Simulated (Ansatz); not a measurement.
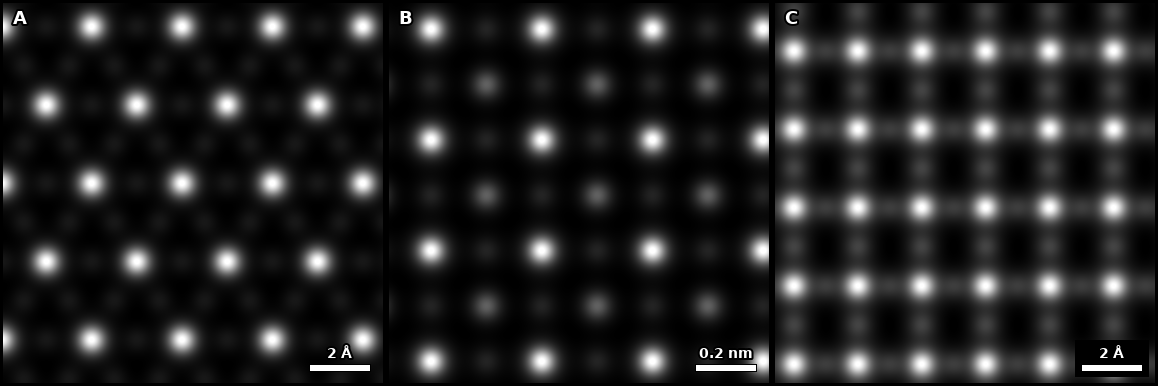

Three views of Be3SbN (Pm-3m, No. 221) along different zone axes. Simulated as the projected potential of neutral atoms (B = 0.5 Å²) blurred by a 0.51 Å probe, the thin-sample limit of integrated differential phase contrast. Structure used: the end point of a relaxation with DFT PBE, scalar-relativistic, plane waves, PAW (Ansatz 0.2.0); the starting structure was generated, so it need not be a known form of this composition.

```
Be Sb N
1.0
     3.78793    0.00000    0.00000
     0.00000    3.78793    0.00000
     0.00000    0.00000    3.78793
Be Sb N
3 1 1
Direct
  0.00000 0.50000 0.50000
  0.50000 0.50000 0.00000
  0.50000 0.00000 0.50000
  0.00000 0.00000 0.00000
  0.50000 0.50000 0.50000
```

Match the panels to the zone axes [001], [111] and [211].

Answer. A is [111]: projected cell 3.09 × 3.09 Å, 120°, plane group p6mm. B is [001]: projected cell 3.79 × 3.79 Å, 90°, plane group p4mm. C is [211]: projected cell 2.19 × 2.68 Å, 90°, plane group p2mm.
